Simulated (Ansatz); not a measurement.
# GeNH₄ (quartet): correlated methods under varied settings at distance Ge1–H5 along a hydrogen transfer = 1.731 Å

Aim: run GeNH₄ (quartet) at one geometry under a spread of methods and options, and see what each costs and gives.

Method: the settings change from run to run; program: Ansatz 0.2.0, Gaussian basis.

10 further runs of the same task are left out: 1 for a mislabelled method, 7 that didn't finish, 2 set aside as unsound or not needed.

## (1) The system

The geometry derives from fragments relaxed apart (PBE0/def2-TZVP) and kept rigid, so it is no stationary point. A hydrogen atom is moved between rigid fragments. No spin-orbit coupling is included. The filled d shell of Ge may be among the frozen orbitals whatever the setting's name suggests; the logs give the count.

6 atoms, charge 0, spin multiplicity 4.

Atoms are counted from 1 here; the program's logs count them from 0.

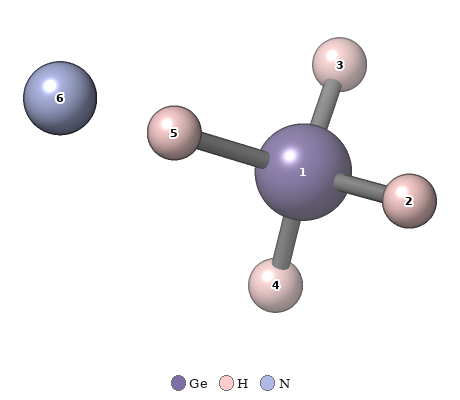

The geometry (germanium purple, hydrogen pink, nitrogen light blue); atoms are numbered from 1 in the order of the file.

## (2) CCSD(T) on UHF/6-31G

Contents of in.yaml:

```yaml
crystal:
  periodic: [false, false, false]
  atoms:
    - {symbol: Ge, position_ang: [-0.506207, 0.000000, 0.000000]}
    - {symbol: H, position_ang: [-1.017657, 1.446599, 0.000000]}
    - {symbol: H, position_ang: [-1.017657, -0.723300, 1.252792]}
    - {symbol: H, position_ang: [-1.017657, -0.723299, -1.252792]}
    - {symbol: H, position_ang: [1.224793, 0.000000, 0.000000]}
    - {symbol: N, position_ang: [2.756793, 0.000000, 0.000000]}
basis:
  gaussian: {orbitals: 6-31G}
magnetization: {spin_polarized: true, initial_magnetization: 3}
correlation: {method: ccsd_t, electrons: all}
```

Run with:

```console
ansatz run in.yaml --threads 1 --pin off --events-out ev --progress --plain --max-ram 2393MiB
```

The program printed:

```text
Functional definition: HF
  name "HF"
  cite "Fock, Z. Phys. 61, 126 (1930) doi:10.1007/BF01340294"
  parent pbe
  exchange = exact_x
  correlation = 0
510 factors; integrals over basis functions are off by at most 4.2e-4 eV
mean field evaluation 1: about -58004.1325 eV, gradient 9.2e0 eV
mean field evaluation 2: about -58004.1627 eV, gradient 9.2e0 eV
mean field evaluation 4: about -58005.3721 eV, gradient 2.1e0 eV
mean field evaluation 8: about -58005.4412 eV, gradient 1.9e-3 eV
mean field evaluation 16: about -58005.3174 eV, gradient 2.1e0 eV
mean field -58005.44123263 eV, -2131.6606477988 hartree, gradient 4.0e-6 eV, S^2 3.782144; 0 other end points of the search recorded, 0 dependent functions left out
reference -58005.44123263 eV, -2131.6606477988 hartree; 23, 20 occupied and 23, 26 virtual orbitals, 510 factors
second order -8.34518681 eV of doubles, -0.00000000 eV of singles
cycle   1  -8.20081149 eV  change    1.4e-1 eV  update   7.3e-2
cycle   2  -8.62792483 eV  change   -4.3e-1 eV  update   3.0e-2
cycle   3  -8.66131167 eV  change   -3.3e-2 eV  update   1.4e-2
cycle   4  -8.66103163 eV  change    2.8e-4 eV  update   6.1e-3
cycle   5  -8.66981098 eV  change   -8.8e-3 eV  update   3.2e-3
cycle   6  -8.67008332 eV  change   -2.7e-4 eV  update   1.6e-3
cycle   7  -8.66973338 eV  change    3.5e-4 eV  update   6.1e-4
cycle   8  -8.67013256 eV  change   -4.0e-4 eV  update   2.1e-4
cycle   9  -8.67007932 eV  change    5.3e-5 eV  update   8.2e-5
cycle  10  -8.67005528 eV  change    2.4e-5 eV  update   3.5e-5
perturbative correction -0.12338018 eV, -0.0045341380 hartree
Total energy: -58014.23466809 eV, -2131.9838005915 hartree
```

Run time: 2.4 s. Hardware: 1 thread of Intel Xeon 6975P-C, shared host.

From the report: ⟨S²⟩ of the determinant 3.782 (pure quartet: 3.75); correlation -8.7934 eV; T1 0.009; largest double amplitude 0.06.

## (3) CCSD(T)/cc-pVDZ

Edit in.yaml of step 2 so:

```diff
@@ -10,4 +10,7 @@
 basis:
-  gaussian: {orbitals: 6-31G}
-magnetization: {spin_polarized: true, initial_magnetization: 3}
-correlation: {method: ccsd_t, electrons: all}
+  gaussian: {orbitals: cc-pVDZ}
+magnetization: {spin_polarized: false, initial_magnetization: 3}
+hamiltonian: {xc: {name: B3LYP}}
+correlation: {method: ccsd_t, electrons: outside_noble_gas}
+scf: {lower_state_search: off}
+output: {forces: true}
```

The command is unchanged.

The program printed, cut to the lines that bear on the results:

```text
Functional definition: B3LYP
  name "B3LYP"
  cite "Stephens, Devlin, Chabalowski & Frisch, J. Phys. Chem. 98, 11623 (1994) doi:10.1021/j100096a001"
  cite "Becke, Phys. Rev. A 38, 3098 (1988) doi:10.1103/PhysRevA.38.3098"
  cite "Lee, Yang & Parr, Phys. Rev. B 37, 785 (1988) doi:10.1103/PhysRevB.37.785"
  cite "Vosko, Wilk & Nusair, Can. J. Phys. 58, 1200 (1980) doi:10.1139/p80-159"
[...]
637 factors; integrals over basis functions are off by at most 1.1e-3 eV
[...]
mean field -58068.50153233 eV, -2133.9780710690 hartree, gradient 3.0e-6 eV, S^2 3.750000; 0 other end points of the search recorded, 0 dependent functions left out
15 core orbitals not correlated: weight in the atoms' cores, before any rotation towards them, 0.999 or more for the frozen orbitals, at most 0.000 for the correlated occupied ones
[...]
cycle   1  -6.94133946 eV  change   -7.9e-1 eV  update   6.0e-2
[...]
cycle  11  -7.23961923 eV  change   -1.2e-6 eV  update   2.2e-6
perturbative correction -0.13584608 eV, -0.0049922515 hartree
[...]
Total energy: -58020.99204691 eV, -2132.2321296829 hartree
Atom 0 at    -0.506207     0.000000     0.000000 Å, force     1.275646    -0.000005    -0.000000 eV/Å
Atom 1 at    -1.017657     1.446599     0.000000 Å, force    -0.041134     0.186079     0.000000 eV/Å
Atom 2 at    -1.017657    -0.723300     1.252792 Å, force    -0.041132    -0.093037     0.161142 eV/Å
Atom 3 at    -1.017657    -0.723299    -1.252792 Å, force    -0.041132    -0.093037    -0.161142 eV/Å
Atom 4 at     1.224793     0.000000     0.000000 Å, force    -2.082280    -0.000001    -0.000000 eV/Å
Atom 5 at     2.756793     0.000000     0.000000 Å, force     0.930032     0.000000     0.000000 eV/Å
Dipole moment:    -0.029584    -0.000000     0.000000 e Å
Checks for a lower state left out: starts, cluster_reference, orbital_swaps, neighbouring_geometries, increment
```

Wall time 6.5 s (1 thread of Intel Xeon 6975P-C, shared host).

From the report: correlation -7.3755 eV; T1 0.027; largest double amplitude 0.05. The orbitals are Kohn-Sham ones, so correlation energy and T1 don't compare with those on Hartree-Fock orbitals.

## (4) MP2 on UHF/cc-pVDZ

Edit in.yaml of step 3 so:

```diff
@@ -11,6 +11,3 @@
   gaussian: {orbitals: cc-pVDZ}
-magnetization: {spin_polarized: false, initial_magnetization: 3}
-hamiltonian: {xc: {name: B3LYP}}
-correlation: {method: ccsd_t, electrons: outside_noble_gas}
-scf: {lower_state_search: off}
-output: {forces: true}
+magnetization: {spin_polarized: true, initial_magnetization: 3}
+correlation: {method: mp2, electrons: valence}
```

Same command.

The program printed:

```text
Functional definition: HF
  name "HF"
  cite "Fock, Z. Phys. 61, 126 (1930) doi:10.1007/BF01340294"
  parent pbe
  exchange = exact_x
  correlation = 0
637 factors; integrals over basis functions are off by at most 1.1e-3 eV
mean field evaluation 1: about -58013.1556 eV, gradient 9.6e0 eV
mean field evaluation 2: about -58013.1729 eV, gradient 9.7e0 eV
mean field evaluation 4: about -58014.4632 eV, gradient 1.5e0 eV
mean field evaluation 8: about -58014.5138 eV, gradient 9.1e-2 eV
mean field -58014.51408176 eV, -2131.9940688547 hartree, gradient 7.9e-6 eV, S^2 3.781165; 0 other end points of the search recorded, 0 dependent functions left out
10 core orbitals not correlated: weight in the atoms' cores, before any rotation towards them, 1.000 or more for the frozen orbitals, at most 0.000 for the correlated occupied ones
reference -58014.51408176 eV, -2131.9940688547 hartree; 13, 10 occupied and 38, 41 virtual orbitals, 637 factors
second order -5.82274851 eV of doubles, -0.00000000 eV of singles
Total energy: -58020.33683027 eV, -2132.2080509157 hartree
```

Wall time 0.6 s (1 thread of Intel Xeon 6975P-C, shared host).

From the report: ⟨S²⟩ of the determinant 3.781 (pure quartet: 3.75).

## (5) BCCD(T) on UHF/6-31G

Edit in.yaml of step 4 so:

```diff
@@ -10,4 +10,4 @@
 basis:
-  gaussian: {orbitals: cc-pVDZ}
+  gaussian: {orbitals: 6-31G, fitting: {mean_field: def2-universal-jkfit}}
 magnetization: {spin_polarized: true, initial_magnetization: 3}
-correlation: {method: mp2, electrons: valence}
+correlation: {method: bccd_t, electrons: outside_noble_gas}
```

Launched as before.

The program printed, cut to the lines that bear on the results:

```text
Functional definition: HF
  name "HF"
  cite "Fock, Z. Phys. 61, 126 (1930) doi:10.1007/BF01340294"
  parent pbe
[...]
415 factors; integrals over basis functions are off by at most 8.0e-2 eV
[...]
mean field -58005.43899595 eV, -2131.6605656024 hartree, gradient 2.4e-6 eV, S^2 3.782149; 0 other end points of the search recorded, 0 dependent functions left out
15 core orbitals not correlated: weight in the atoms' cores, before any rotation towards them, 0.998 or more for the frozen orbitals, at most 0.001 for the correlated occupied ones
reference -58005.43899595 eV, -2131.6605656024 hartree; 8, 5 occupied and 23, 26 virtual orbitals, 415 factors
second order -2.58933836 eV of doubles, -0.00000000 eV of singles
cycle   1  -3.18911635 eV  change   -6.0e-1 eV  update   6.5e-2
[...]
cycle  11  -3.50596726 eV  change   -8.5e-6 eV  update   1.1e-5
perturbative correction -0.05184558 eV, -0.0019052900 hartree
Total energy: -58008.99680879 eV, -2131.7913128129 hartree
```

It took 0.75 s on 1 thread of Intel Xeon 6975P-C, shared host.

From the report: ⟨S²⟩ of the determinant 3.782 (pure quartet: 3.75); correlation -3.5578 eV; largest double amplitude 0.06.

## (6) MP2 on ROHF/cc-pVDZ

Edit in.yaml of step 5 so:

```diff
@@ -10,4 +10,4 @@
 basis:
-  gaussian: {orbitals: 6-31G, fitting: {mean_field: def2-universal-jkfit}}
-magnetization: {spin_polarized: true, initial_magnetization: 3}
-correlation: {method: bccd_t, electrons: outside_noble_gas}
+  gaussian: {orbitals: cc-pVDZ}
+magnetization: {spin_polarized: false, initial_magnetization: 3}
+correlation: {method: mp2, electrons: valence}
```

Launched as before.

The program printed:

```text
Functional definition: HF
  name "HF"
  cite "Fock, Z. Phys. 61, 126 (1930) doi:10.1007/BF01340294"
  parent pbe
  exchange = exact_x
  correlation = 0
637 factors; integrals over basis functions are off by at most 1.1e-3 eV
mean field evaluation 1: about -58012.6069 eV, gradient 1.2e1 eV
mean field evaluation 2: about -58012.6207 eV, gradient 1.2e1 eV
mean field evaluation 4: about -58014.2132 eV, gradient 2.6e0 eV
mean field evaluation 8: about -58014.3215 eV, gradient 4.4e-1 eV
mean field evaluation 16: about -58014.3233 eV, gradient 1.3e-6 eV
mean field -58014.32325844 eV, -2131.9870562269 hartree, gradient 1.3e-6 eV, S^2 3.750000; 0 other end points of the search recorded, 0 dependent functions left out
10 core orbitals not correlated: weight in the atoms' cores, before any rotation towards them, 1.000 or more for the frozen orbitals, at most 0.000 for the correlated occupied ones
reference -58014.32325844 eV, -2131.9870562269 hartree; 13, 10 occupied and 38, 41 virtual orbitals, 637 factors
second order -5.88259464 eV of doubles, -0.09351476 eV of singles
Total energy: -58020.29936784 eV, -2132.2066741965 hartree
```

Run time: 0.75 s. Hardware: 1 thread of Intel Xeon 6975P-C, shared host.

## (7) BCCD(T)/cc-pVDZ

Edit in.yaml of step 6 so:

```diff
@@ -12,2 +12,4 @@
 magnetization: {spin_polarized: false, initial_magnetization: 3}
-correlation: {method: mp2, electrons: valence}
+hamiltonian: {xc: {name: PBE0}}
+correlation: {method: bccd_t, electrons: outside_noble_gas}
+scf: {lower_state_search: full}
```

Launched as before.

The program printed, cut to the lines that bear on the results:

```text
Functional definition: PBE0
  name "PBE0"
  cite "Adamo & Barone, J. Chem. Phys. 110, 6158 (1999) doi:10.1063/1.478522"
  cite "Perdew, Burke & Ernzerhof, Phys. Rev. Lett. 77, 3865 (1996) doi:10.1103/PhysRevLett.77.3865"
  parent pbe
[...]
637 factors; integrals over basis functions are off by at most 1.1e-3 eV
[...]
mean field -58058.17743227 eV, -2133.5986673900 hartree, gradient 9.3e-6 eV, S^2 3.750000; 5 other end points of the search recorded, 0 dependent functions left out
[...]
15 core orbitals not correlated: weight in the atoms' cores, before any rotation towards them, 0.999 or more for the frozen orbitals, at most 0.000 for the correlated occupied ones
reference -58013.73608932 eV, -2131.9654781598 hartree; 8, 5 occupied and 38, 41 virtual orbitals, 637 factors
second order -5.66465427 eV of doubles, -0.38253940 eV of singles
cycle   1  -6.88228976 eV  change   -8.3e-1 eV  update   6.0e-2
[...]
cycle  10  -7.15927701 eV  change   -3.6e-6 eV  update   7.9e-6
perturbative correction -0.12387694 eV, -0.0045523937 hartree
Total energy: -58021.01924327 eV, -2132.2331291308 hartree
```

Wall time 6 s (1 thread of Intel Xeon 6975P-C, shared host).

From the report: correlation -7.2832 eV; largest double amplitude 0.05.

## (8) The runs in one table

Where basis and cores are those of an earlier UCCSDT(Q)/cc-pVDZ run (-58021.2087 eV), and the state is the same kind, the miss against it is given.

| level | correlated | functions | energy (eV) | from UCCSDT(Q) (meV) | time |
| --- | --- | --- | --- | --- | --- |
| CCSD(T) on UHF/6-31G | all | 46 | -58014.2347 |  | 2.4 s |
| CCSD(T)/cc-pVDZ (on B3LYP orbitals) | outside noble gas | 61 | -58020.9920 | 216.7 | 6.5 s |
| MP2 on UHF/cc-pVDZ | valence | 61 | -58020.3368 |  | 0.6 s |
| BCCD(T) on UHF/6-31G | outside noble gas | 46 | -58008.9968 |  | 0.75 s |
| MP2 on ROHF/cc-pVDZ | valence | 61 | -58020.2994 |  | 0.75 s |
| BCCD(T)/cc-pVDZ (on PBE0 orbitals) | outside noble gas | 61 | -58021.0192 | 189.5 | 6 s |

## (9) What came out

```
quantity                                       value
    runs                                           6
quickest                   MP2 on UHF/cc-pVDZ, 0.6 s
 slowest  CCSD(T)/cc-pVDZ (on B3LYP orbitals), 6.5 s
```

What this shows: Total energies in different bases, with other cores or another treatment of relativity can't be set against each other. CCSD(T)/cc-pVDZ (on B3LYP orbitals) took 11 times as long as MP2 on UHF/cc-pVDZ; the jobs differ in more than the method. Among the correlated runs with a miss given, it spans +189 to +217 meV. Cores frozen from Kohn-Sham orbitals shift the total energy.
